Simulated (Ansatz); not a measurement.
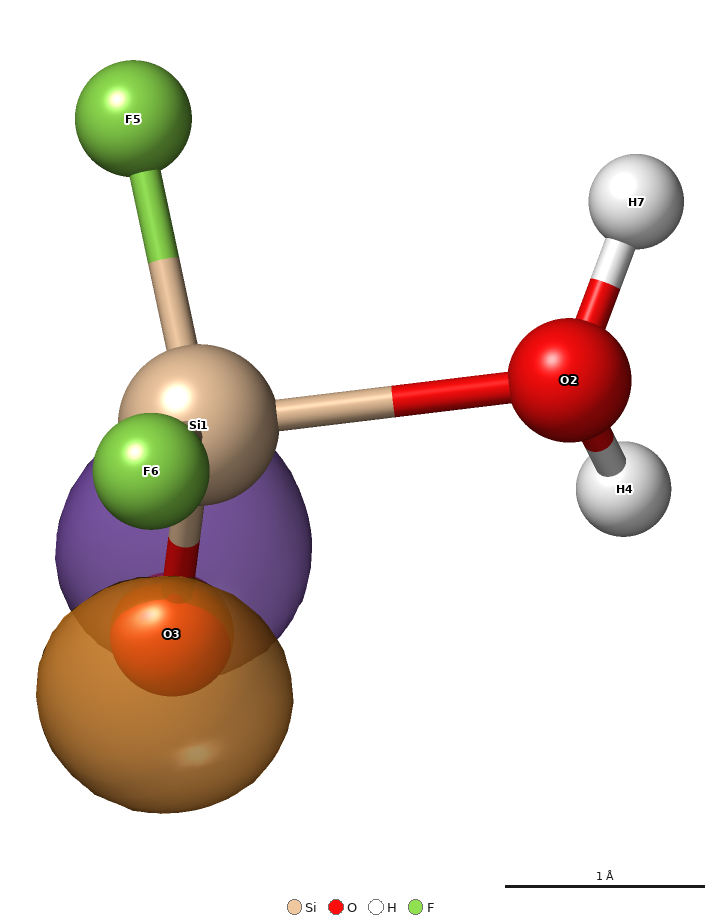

*F₂H₂O₂Si. The HOMO at ±0.3 Å⁻³ᐟ² (orange and purple are the two phases), seen at an oblique angle.*

The product side of a reaction path; geometry: PBE0-D4/def2-TZVP.

Computed with RKS PBE0-D4/def2-TZVPP (Ansatz).

Input

```
crystal:
  periodic: [false, false, false]
  atoms:
    - {symbol: Si, position_ang: [-0.634768, 0.011322, 0.503700]}
    - {symbol: O, position_ang: [0.918844, -0.246489, -0.523853]}
    - {symbol: O, position_ang: [-1.638230, -0.798969, -0.288960]}
    - {symbol: H, position_ang: [0.560009, -0.723869, -1.290921]}
    - {symbol: F, position_ang: [-0.547516, 1.597543, 0.504750]}
    - {symbol: F, position_ang: [-0.046272, -0.385464, 1.913429]}
    - {symbol: H, position_ang: [1.387932, 0.545924, -0.818045]}
basis:
  gaussian: {orbitals: def2-TZVPP}
hamiltonian: {xc: pbe0, dispersion: d4}
output: {orbitals: {seedname: orbitals}}
```

Run with:

```sh
ansatz run in.yaml --threads 4 --pin off --events-out ev --progress --plain --max-ram 9574MiB
```

What is the character of this orbital?

By Hirshfeld shares it lies mainly on O3 (about 80 %) and Si1 (about 15 %). Its energy is −8.02 eV.
